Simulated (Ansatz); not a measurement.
```xyz
7

Sn   -0.1726    0.0378   -0.1137
O    -0.3378    0.2157    1.8620
H    -0.2502   -0.6320    2.3185
O     1.7512   -0.0654   -0.6127
H     2.1376   -0.9317   -0.4259
H    -0.6853    1.5356   -0.7256
H    -0.9786   -1.3935   -0.6263
```

Core potentials replace the inner electrons of Sn.

Level of theory: RKS r2SCAN-D4/def2-SVP in Ansatz.

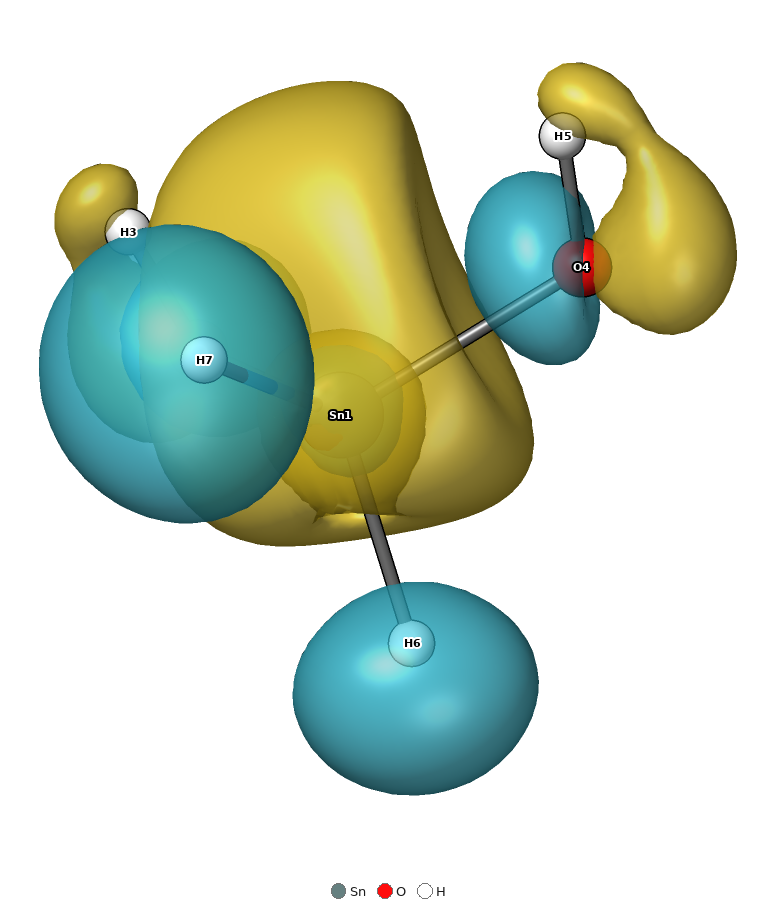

H4O2Sn. One frontier orbital at ±0.1 Å⁻³ᐟ² (yellow and cyan are the two phases), seen at a tilt.

**Which orbital is it: HOMO or LUMO?**

The LUMO, at −0.89 eV. It lies mainly on Sn1 (about 40 %), O2 (about 15 %), O4 (about 15 %), H7 (about 15 %) and H6 (about 10 %).
